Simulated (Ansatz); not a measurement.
## C2H9FSiSn: nudged elastic band

C2H9FSiSn, SMILES C[CH]([SnH3])[SiH2]F, computed with RKS BLYP-D4/def2-SVP (Ansatz 0.2.0).

One setting was made poor on purpose. It belongs to a series of runs on one base structure; here: band between the two ends. Figures and captions count atoms from 1; the log counts them from 0 in places.

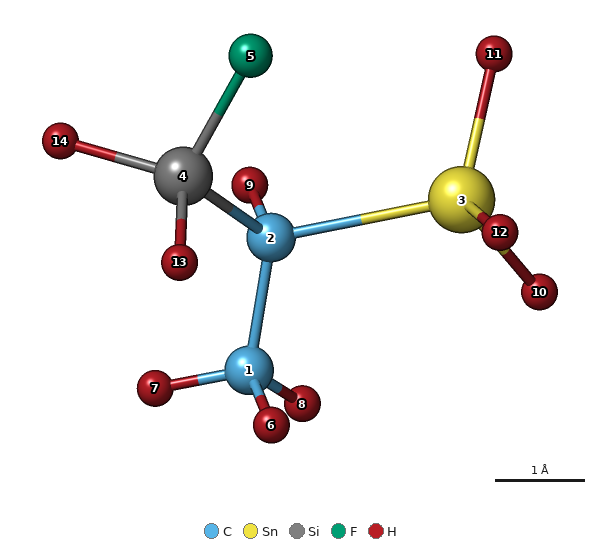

*The structure as given in the input (ball-and-stick view, seen at a tilt; atoms are numbered from 1 in the order of the input). Sticks mark near contacts.*

Bond lengths as drawn: C–C 1.55 Å, C–H 1.11 Å, C–Si 1.88 Å, C–Sn 2.23 Å, F–Si 1.65 Å, H–Si 1.50 Å and H–Sn 1.73 to 1.74 Å.

## The input
```yaml
crystal:
  periodic: [false, false, false]
  atoms:
    - { symbol: C, position_ang: [-1.458442, -0.154056, -0.84156] }
    - { symbol: C, position_ang: [0.049898, 0.039409, -0.547088] }
    - { symbol: Sn, position_ang: [0.833298, -1.543791, 0.81002] }
    - { symbol: Si, position_ang: [0.475343, 1.726253, 0.165937] }
    - { symbol: F, position_ang: [1.922984, 1.592534, 0.954415] }
    - { symbol: H, position_ang: [-2.0748, -0.038332, 0.074238] }
    - { symbol: H, position_ang: [-1.833434, 0.588008, -1.579991] }
    - { symbol: H, position_ang: [-1.675065, -1.159109, -1.257837] }
    - { symbol: H, position_ang: [0.643139, -0.101598, -1.476244] }
    - { symbol: H, position_ang: [0.021468, -3.017434, 0.368096] }
    - { symbol: H, position_ang: [2.542701, -1.73575, 0.620463] }
    - { symbol: H, position_ang: [0.451066, -1.161609, 2.457684] }
    - { symbol: H, position_ang: [-0.556977, 2.152873, 1.165437] }
    - { symbol: H, position_ang: [0.645919, 2.783502, -0.884769] }
basis:
  gaussian: { orbitals: def2-SVP }
hamiltonian:
  xc: blyp
  dispersion: d4
neb:
  order_check: false
  images: 5
  f_tol: 0.03
  max_iterations: 60
  initial_path: linear
  final_atoms:
    - { symbol: C, position_ang: [-1.25880602, -0.2307941, -1.1042643] }
    - { symbol: C, position_ang: [0.14017634, 0.09260091, -0.52319616] }
    - { symbol: Sn, position_ang: [0.85750836, -1.51419733, 0.84229296] }
    - { symbol: Si, position_ang: [0.22747794, 1.74460622, 0.36978385] }
    - { symbol: F, position_ang: [1.53747776, 1.70861887, 1.37902249] }
    - { symbol: H, position_ang: [-2.03619009, -0.26441776, -0.31276561] }
    - { symbol: H, position_ang: [-1.58400322, 0.53193276, -1.84531131] }
    - { symbol: H, position_ang: [-1.27672491, -1.21104113, -1.62313412] }
    - { symbol: H, position_ang: [0.89983297, 0.09923517, -1.33450307] }
    - { symbol: H, position_ang: [0.16529891, -1.3124335, 2.41951536] }
    - { symbol: H, position_ang: [0.30249935, -3.01862048, 0.16891215] }
    - { symbol: H, position_ang: [2.58528621, -1.51667334, 0.9437081] }
    - { symbol: H, position_ang: [-0.99617907, 1.95687699, 1.20923816] }
    - { symbol: H, position_ang: [0.42344347, 2.90520673, -0.5604975] }
```

Run on 2 threads of INTEL XEON PLATINUM @ 2.10GHz (Emerald Rapids), 24 GiB of memory available, shared host.

Launch command:
```bash
ansatz run input.yaml --threads 2 --pin off --max-ram 3072MiB --backend cpu --events-out ev --progress --plain --runs-dir out
```

## Log
```
Engine: ansatz 0.2.0, x86_64-unknown-linux-gnu
Functional definition: BLYP
  parameter beta = 0.0042
  parameter a = 0.04918
  parameter b = 0.132
  parameter c = 0.2533
  parameter d = 0.349
  exchange = b88_x(beta = beta)
  correlation = lyp_c(a = a, b = b, c = c, d = d)
1473 factors; their error is unknown
mean field evaluation 1: about -18625.1425 eV, gradient 7.1e1 eV
mean field evaluation 2: about -18593.5410 eV, gradient 1.2e2 eV
mean field evaluation 4: about -18637.2228 eV, gradient 1.0e1 eV
mean field evaluation 8: about -18637.4876 eV, gradient 2.1e-1 eV
mean field evaluation 16: about -18637.4181 eV, gradient 3.2e-4 eV
mean field -18637.41808259 eV, -684.9124816396 hartree, gradient 2.5e-5 eV, S^2 0.000000; 0 other end points of the search recorded, 0 dependent functions left out
the calculation of the forces begins
reference -18637.41849844 eV, -684.9124969216 hartree; 33, 33 occupied and 98, 98 virtual orbitals, 1473 factors
1473 factors; their error is unknown
mean field evaluation 32: about -18637.4184 eV, gradient 4.4e-3 eV
mean field -18637.41843671 eV, -684.9124946532 hartree, gradient 2.5e-5 eV, S^2 0.000000; 0 other end points of the search recorded, 0 dependent functions left out
[... from here on the field's lines of each further geometry are left out, up to the last ...]
NEB iter   1: max|band force component| = 3.376e1 eV/Å  barrier→ = 19.2599 eV  barrier← = 19.2600 eV  Δτ_max = 0.1972 Å  (201 SCF iters)
NEB iter   2: max|band force component| = 1.343e1 eV/Å  barrier→ = 7.4203 eV  barrier← = 7.4204 eV  Δτ_max = 0.1976 Å  (180 SCF iters)
NEB iter   3: max|band force component| = 6.214e0 eV/Å  barrier→ = 2.6742 eV  barrier← = 2.6743 eV  Δτ_max = 0.1993 Å  (153 SCF iters)
NEB iter   4: max|band force component| = 2.554e0 eV/Å  barrier→ = 0.7270 eV  barrier← = 0.7271 eV  Δτ_max = 0.2000 Å  (147 SCF iters)
NEB iter   5: max|band force component| = 9.395e-1 eV/Å  barrier→ = 0.1999 eV  barrier← = 0.2000 eV  Δτ_max = 0.1958 Å  (148 SCF iters)
NEB iter   6: max|band force component| = 3.734e-1 eV/Å  barrier→ = 0.0804 eV  barrier← = 0.0805 eV  CI = image 3  Δτ_max = 0.0859 Å  (152 SCF iters)
NEB iter   7: max|band force component| = 8.708e-2 eV/Å  barrier→ = 0.0493 eV  barrier← = 0.0494 eV  CI = image 3  Δτ_max = 0.0436 Å  (147 SCF iters)
NEB iter   8: max|band force component| = 4.333e-2 eV/Å  barrier→ = 0.0475 eV  barrier← = 0.0476 eV  CI = image 3  Δτ_max = 0.1349 Å  (154 SCF iters)
NEB iter   9: max|band force component| = 5.359e-2 eV/Å  barrier→ = 0.0443 eV  barrier← = 0.0444 eV  CI = image 3  Δτ_max = 0.0565 Å  (150 SCF iters)
NEB iter  10: max|band force component| = 3.033e-2 eV/Å  barrier→ = 0.0436 eV  barrier← = 0.0437 eV  CI = image 3  Δτ_max = 0.0456 Å  (154 SCF iters)
the calculation of the forces begins
reference -18637.40247877 eV, -684.9119082098 hartree; 33, 33 occupied and 98, 98 virtual orbitals, 1473 factors
1473 factors; their error is unknown
mean field evaluation 576: about -18636.8340 eV, gradient 1.3e1 eV
mean field -18637.37992451 eV, -684.9110793558 hartree, gradient 2.3e-5 eV, S^2 0.000000; 1 other end points of the search recorded, 0 dependent functions left out
the calculation of the forces begins
reference -18637.38033570 eV, -684.9110944669 hartree; 33, 33 occupied and 98, 98 virtual orbitals, 1473 factors
NEB iter  11: max|band force component| = 1.502e-2 eV/Å  barrier→ = 0.0435 eV  barrier← = 0.0436 eV  CI = image 3  Δτ_max = 0.0000 Å  (306 SCF iters)
```

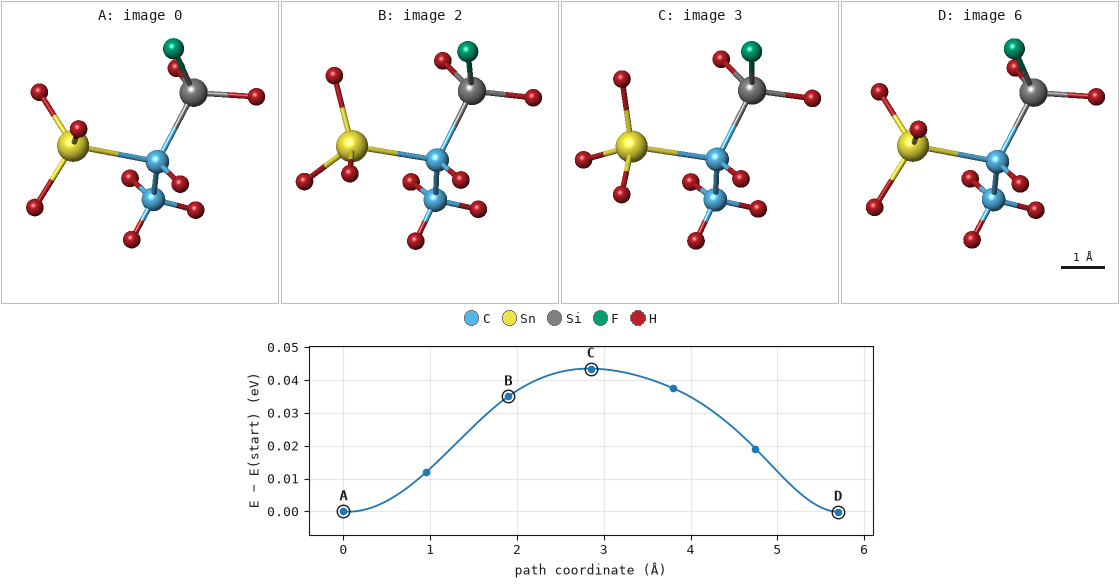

*Images of the last band (counted from 0; ball-and-stick, seen at a tilt) above the energy along the path; the line is a cubic interpolation that uses the forces.*

The highest image is number 3, 0.043 eV above the start and 0.044 eV above the end (the climbing image); start and end have the same energy. The path is 5.70 Å long. The band converged in 11 iterations.

```
Total energy: -18638.10003282 eV, -684.9375428484 hartree
Atom 0 at    -1.127931    -0.265882    -1.201198 Å, force    -0.003015     0.000027     0.002073 eV/Å
Atom 1 at     0.190181     0.104482    -0.475230 Å, force     0.001736    -0.001363    -0.003038 eV/Å
Atom 2 at     0.828719    -1.517845     0.909652 Å, force    -0.001178    -0.005376    -0.001674 eV/Å
Atom 3 at     0.109682     1.763026     0.404186 Å, force    -0.000512     0.000371    -0.004423 eV/Å
Atom 4 at     1.563970     2.044575     1.126465 Å, force     0.000916     0.003854     0.004260 eV/Å
Atom 5 at    -1.976953    -0.362268    -0.493066 Å, force     0.000427    -0.000046    -0.000017 eV/Å
Atom 6 at    -1.411789     0.504707    -1.950980 Å, force     0.002141     0.000502     0.001544 eV/Å
Atom 7 at    -1.050324    -1.229313    -1.746047 Å, force     0.000420    -0.000389     0.000233 eV/Å
Atom 8 at     1.023309     0.165500    -1.208688 Å, force    -0.000529    -0.000599     0.001406 eV/Å
Atom 9 at    -0.593233    -2.413644     1.347179 Å, force    -0.000557     0.000506     0.001256 eV/Å
Atom 10 at     1.928044    -2.565696     0.068738 Å, force     0.000624     0.000250    -0.000395 eV/Å
Atom 11 at     1.591527    -0.907306     2.339467 Å, force    -0.001285     0.002841    -0.002159 eV/Å
Atom 12 at    -0.948811     1.762531     1.467417 Å, force     0.000859    -0.001318     0.000258 eV/Å
Atom 13 at    -0.139294     2.888034    -0.559095 Å, force    -0.000048     0.000740     0.000675 eV/Å
Dipole moment:    -0.227146    -0.124270    -0.267696 e Å
this run last wrote the band of iteration 11 to [file]
```

## The last band as extended XYZ (Å, eV, eV/Å)
```
14
Properties=species:S:1:pos:R:3:forces:R:3 image=0 energy=-18638.14312
C    -1.4584   -0.1541   -0.8416   -0.0001   0.0014   0.0011
C     0.0499    0.0394   -0.5471    0.0004  -0.0006   0.0014
Sn    0.8333   -1.5438    0.8100   -0.0033  -0.0038  -0.0024
Si    0.4753    1.7263    0.1659   -0.0097  -0.0033  -0.0069
F     1.9230    1.5925    0.9544    0.0117   0.0034   0.0068
H    -2.0748   -0.0383    0.0742   -0.0009  -0.0008  -0.0013
H    -1.8334    0.5880   -1.5800    0.0005   0.0004  -0.0005
H    -1.6751   -1.1591   -1.2578    0.0007  -0.0008  -0.0006
H     0.6431   -0.1016   -1.4762    0.0001  -0.0005  -0.0017
H     0.0215   -3.0174    0.3681   -0.0002   0.0028   0.0013
H     2.5427   -1.7357    0.6205    0.0011  -0.0001  -0.0003
H     0.4511   -1.1616    2.4577    0.0005   0.0004   0.0016
H    -0.5570    2.1529    1.1654   -0.0001   0.0001   0.0028
H     0.6459    2.7835   -0.8848   -0.0006   0.0015  -0.0013
14
Properties=species:S:1:pos:R:3:forces:R:3 image=1 energy=-18638.13126
C    -1.3565   -0.1941   -0.9969   -0.0029  -0.0002   0.0035
C     0.0986    0.0532   -0.5283    0.0009   0.0005  -0.0025
Sn    0.8162   -1.5321    0.8637    0.0000  -0.0006  -0.0007
Si    0.3647    1.7373    0.2604    0.0029  -0.0028  -0.0024
F     1.8699    1.7398    0.9417    0.0004  -0.0021   0.0000
H    -2.0783   -0.1421   -0.1553    0.0000   0.0021   0.0030
H    -1.6779    0.5598   -1.7486   -0.0032   0.0005   0.0021
H    -1.4782   -1.1909   -1.4678   -0.0033   0.0010   0.0031
H     0.7961   -0.0271   -1.3899   -0.0040  -0.0024  -0.0010
H    -0.2564   -2.8879    0.6860    0.0065  -0.0064  -0.0095
H     2.4325   -1.9966    0.4477    0.0055   0.0094   0.0070
H     0.7710   -0.9898    2.5097   -0.0100  -0.0016   0.0012
H    -0.6411    1.9840    1.3447    0.0021   0.0029  -0.0029
H     0.3264    2.8574   -0.7382    0.0052  -0.0002  -0.0008
14
Properties=species:S:1:pos:R:3:forces:R:3 image=2 energy=-18638.10811
C    -1.2449   -0.2306   -1.1104   -0.0011  -0.0051   0.0073
C     0.1471    0.0754   -0.5025   -0.0049   0.0040  -0.0033
Sn    0.8159   -1.5280    0.8939   -0.0056  -0.0019  -0.0030
Si    0.2425    1.7530    0.3375   -0.0001   0.0029  -0.0079
F     1.7429    1.9074    1.0056    0.0039  -0.0015   0.0012
H    -2.0401   -0.2519   -0.3367    0.0005   0.0017   0.0018
H    -1.5393    0.5347   -1.8616    0.0010   0.0011   0.0027
H    -1.2694   -1.2127   -1.6253   -0.0019   0.0009   0.0021
H     0.9210    0.0631   -1.3001   -0.0015  -0.0018   0.0001
H    -0.4820   -2.6766    1.0099    0.0054  -0.0077  -0.0036
H     2.2276   -2.3015    0.2491    0.0086   0.0053   0.0018
H     1.1732   -0.9091    2.4725   -0.0112   0.0004   0.0014
H    -0.7746    1.8658    1.4341    0.0028   0.0008  -0.0021
H     0.0672    2.8819   -0.6371    0.0040   0.0010   0.0017
14
Properties=species:S:1:pos:R:3:forces:R:3 image=3 energy=-18638.09962
C    -1.1279   -0.2659   -1.2012   -0.0030   0.0000   0.0021
C     0.1902    0.1045   -0.4752    0.0017  -0.0014  -0.0030
Sn    0.8287   -1.5178    0.9097   -0.0012  -0.0054  -0.0017
Si    0.1097    1.7630    0.4042   -0.0005   0.0004  -0.0044
F     1.5640    2.0446    1.1265    0.0009   0.0039   0.0043
H    -1.9770   -0.3623   -0.4931    0.0004   0.0000   0.0000
H    -1.4118    0.5047   -1.9510    0.0021   0.0005   0.0015
H    -1.0503   -1.2293   -1.7460    0.0004  -0.0004   0.0002
H     1.0233    0.1655   -1.2087   -0.0005  -0.0006   0.0014
H    -0.5932   -2.4136    1.3472   -0.0006   0.0005   0.0013
H     1.9280   -2.5657    0.0687    0.0006   0.0003  -0.0004
H     1.5915   -0.9073    2.3395   -0.0013   0.0028  -0.0022
H    -0.9488    1.7625    1.4674    0.0009  -0.0013   0.0003
H    -0.1393    2.8880   -0.5591    0.0000   0.0007   0.0007
14
Properties=species:S:1:pos:R:3:forces:R:3 image=4 energy=-18638.10559
C    -1.0183   -0.2964   -1.2726   -0.0007  -0.0099   0.0108
C     0.2256    0.1342   -0.4534    0.0009  -0.0013  -0.0148
Sn    0.8600   -1.4944    0.9206   -0.0085   0.0003  -0.0012
Si   -0.0278    1.7600    0.4540    0.0008  -0.0047  -0.0067
F     1.3311    2.1033    1.3202   -0.0039   0.0050   0.0073
H    -1.9042   -0.4553   -0.6229    0.0025   0.0001  -0.0026
H    -1.2992    0.4710   -2.0266    0.0050   0.0037   0.0032
H    -0.8485   -1.2422   -1.8277    0.0053   0.0023   0.0004
H     1.0993    0.2650   -1.1284    0.0000   0.0044   0.0006
H    -0.5663   -2.1174    1.6909    0.0049   0.0002   0.0085
H     1.5690   -2.7484   -0.0495   -0.0046  -0.0079  -0.0037
H     1.9970   -0.9687    2.1152   -0.0014   0.0036  -0.0066
H    -1.1784    1.6647    1.4121   -0.0002   0.0048  -0.0013
H    -0.2522    2.8954   -0.5033   -0.0001  -0.0006   0.0062
14
Properties=species:S:1:pos:R:3:forces:R:3 image=5 energy=-18638.12398
C    -0.9414   -0.3264   -1.3326    0.0027  -0.0056   0.0044
C     0.2385    0.1595   -0.4525    0.0024   0.0014  -0.0089
Sn    0.9099   -1.4497    0.9277   -0.0019  -0.0025  -0.0016
Si   -0.1516    1.7397    0.4870   -0.0063   0.0005   0.0021
F     1.0254    1.9846    1.6174   -0.0072  -0.0028   0.0071
H    -1.8428   -0.5501   -0.7245    0.0017  -0.0007  -0.0029
H    -1.2376    0.4384   -2.0834    0.0020   0.0012   0.0001
H    -0.6896   -1.2480   -1.8968    0.0034   0.0015  -0.0003
H     1.1320    0.3537   -1.0851    0.0000   0.0006   0.0036
H    -0.3952   -1.8399    2.0039    0.0015   0.0124   0.0106
H     1.2519   -2.8380   -0.0609   -0.0082  -0.0031  -0.0005
H     2.3177   -1.0146    1.8335    0.0097  -0.0014  -0.0121
H    -1.4618    1.6193    1.2064   -0.0047  -0.0018  -0.0036
H    -0.1684    2.9425   -0.4112    0.0050   0.0004   0.0020
14
Properties=species:S:1:pos:R:3:forces:R:3 image=6 energy=-18638.14323
C    -0.8518   -0.3413   -1.4190    0.0008   0.0008  -0.0006
C     0.2447    0.1805   -0.4574    0.0016  -0.0008   0.0015
Sn    0.9289   -1.4039    0.9506    0.0007   0.0004  -0.0008
Si   -0.2681    1.6988    0.5256   -0.0008  -0.0006   0.0000
F     0.7155    1.8023    1.8514   -0.0011  -0.0014  -0.0009
H    -1.7777   -0.6220   -0.8750   -0.0004  -0.0003   0.0001
H    -1.1385    0.4249   -2.1723    0.0002  -0.0006   0.0003
H    -0.5185   -1.2368   -1.9824    0.0001   0.0008   0.0004
H     1.1649    0.4338   -1.0270   -0.0010   0.0000   0.0003
H    -0.1694   -1.5323    2.2865    0.0000   0.0004   0.0004
H     0.9128   -2.8971    0.0591   -0.0005  -0.0002   0.0003
H     2.5296   -1.0770    1.5220   -0.0002  -0.0007  -0.0003
H    -1.6808    1.5635    1.0083    0.0003  -0.0008   0.0009
H    -0.1046    2.9776   -0.2416    0.0003   0.0029  -0.0017
```

## Summary

```csv
quantity,value
outcome,converged
"barrier, forward",0.043 eV
"barrier, backward",0.044 eV
wall time,2.1 min (CPU time 4 min)
peak memory,0.2 GiB
```

A deliberately poor setting: straight start. The order of the saddle point was not checked.
